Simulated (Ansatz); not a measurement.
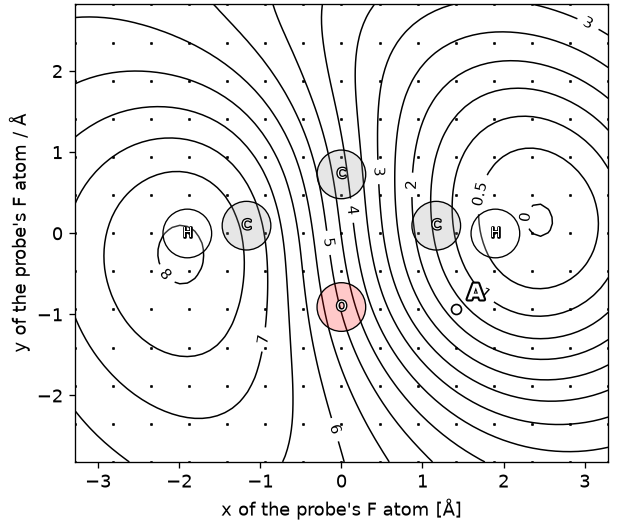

C₃H₂O (SMILES C1=COC=1) with the probe HF. The probe is moved over a plane parallel to the molecule's main plane, 3.49 Å above it. The first coordinate is: x of the probe's F atom; the second: y of the probe's F atom. Nothing is relaxed (molecule and probe rigid, the probe upright with F nearest the plane). The scan uses a 15 × 13 grid. All energies are given in kJ/mol relative to the lowest grid point. These are results of Ansatz, RKS r2SCAN0-D4/def2-TZVP, not measurements.

Drawn: contour lines labelled in kJ/mol, dots at the grid points, labelled circles for the molecule's atoms, projected on the plane, the point A. Between grid points the surface is interpolated.

### Is A at rest? If not, where is it pushed?

A, at x of the probe's F atom = 1.41 Å, y of the probe's F atom = −0.94 Å, is not a stationary point. The computed force is 0.023 eV/Å in the plane, pointing up and right in the picture (components 0.017 and 0.015 eV/Å).
